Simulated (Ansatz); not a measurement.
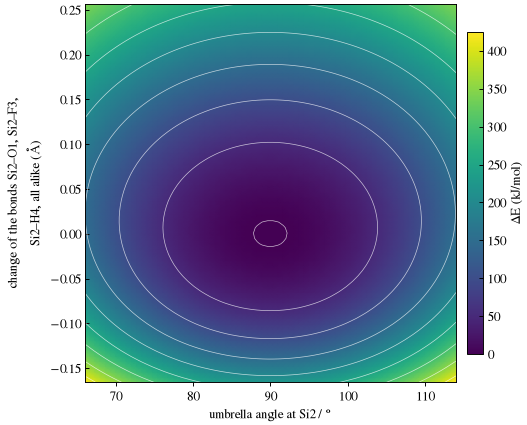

FHOSi, SMILES O=[SiH]F. 
- First axis: umbrella angle at Si2 (between each of its bonds and their common axis; 90 is planar). Second axis: change of the bonds Si2–O1, Si2–F3, Si2–H4, all alike.
- Nothing is relaxed (all other coordinates rigid).
- The grid has 15 × 15 points; 120 points were computed and 105 follow by symmetry.
- Points are written as (first, second).
- All energies are given in kJ/mol relative to the lowest grid point.
- These are results of Ansatz, RKS CAM-B3LYP-D4/def2-TZVP, not measurements.

Drawn: a smooth colour map with a few white contour lines. Between grid points the surface is interpolated.

The lowest grid point is at (90.0°, 0.015 Å). It is the only kind of minimum in the scanned range. The highest grid point, (66.0°, −0.166 Å), lies 425 kJ/mol above the lowest. Round the minimum the two coordinates are nearly uncoupled.

The system is changed to FHSSi, SMILES F[SiH]=S; the new grid has 15 × 15 points, laid about the new relaxed structure.

> What does this change do to the map?

The lowest place stays at about (90°, 0.000 Å). The curvature at the minimum changes by less than a tenth (about 17) eV/rad² along the first coordinate and from about 123 to 92 eV/Å² along the second coordinate.

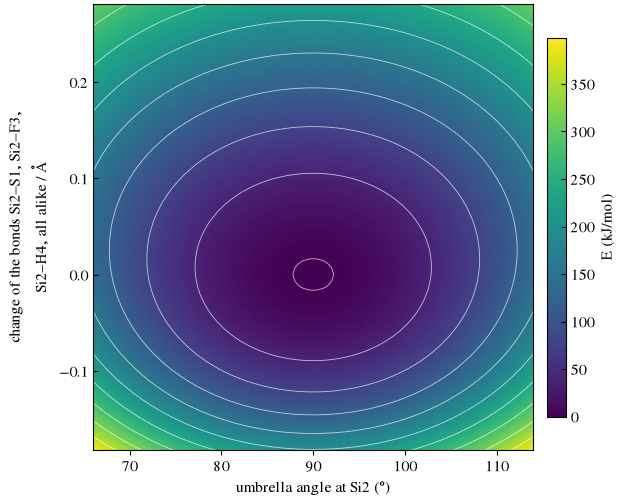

The map after the change, on a colour scale of its own. Drawn: a smooth colour map with a few white contour lines. Between grid points the surface is interpolated.
